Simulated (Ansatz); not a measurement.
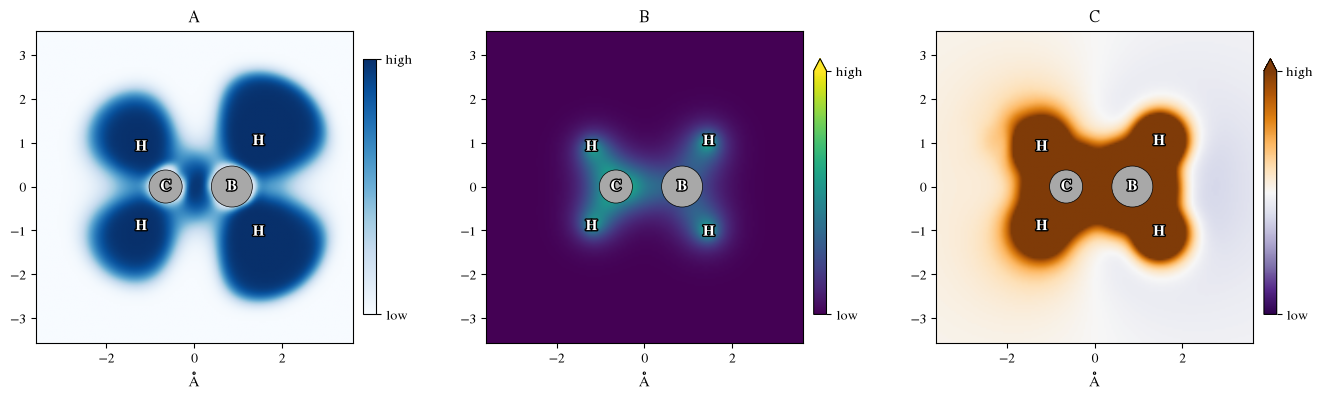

CH$_{7}$BSn (SMILES B[CH2][SnH3]): 3 fields on the plane of atoms H4, B1 and H5, with unlabelled colour scales. Grey discs cover the atomic cores.

Geometry: PBE0-D4/def2-TZVP; core potentials replace the inner electrons of Sn.

The calculation used Ansatz, RKS PBE0-D4/def2-TZVPP.

| atom | x (Å) | y (Å) | z (Å) |
| --- | --- | --- | --- |
| B | -1.2250 | 0.5433 | -0.6661 |
| C | 0.2640 | 0.4637 | -0.9257 |
| Sn | 0.6961 | -0.6244 | 0.9446 |
| H | -1.9521 | -0.3464 | -1.0118 |
| H | -1.6843 | 1.4489 | -0.0269 |
| H | 0.8685 | 1.3657 | -0.8368 |
| H | 0.6342 | -0.2083 | -1.6992 |
| H | 1.4194 | -2.1042 | 0.5083 |
| H | -0.7072 | -0.9291 | 1.8652 |
| H | 1.7694 | 0.3397 | 1.8513 |

Q: Match the panels to the quantities (electron density, electron localisation function and electrostatic potential).

A: Panel A: electron localisation function. Panel B: electron density. Panel C: electrostatic potential (strongly positive close to the atoms, with negative regions outside electron-rich atoms). From the grid: C–B (1.51 Å): ρ at the midpoint is about 1.5 e/Å³; the ELF peaks at about 1 between the atoms: localised, covalent bonding. C–H (1.09 Å): the density is about 2 e/Å³ at the midpoint; the ELF climbs to about 1 towards the hydrogen, as it does in any bond to H; a covalent bond by its length.
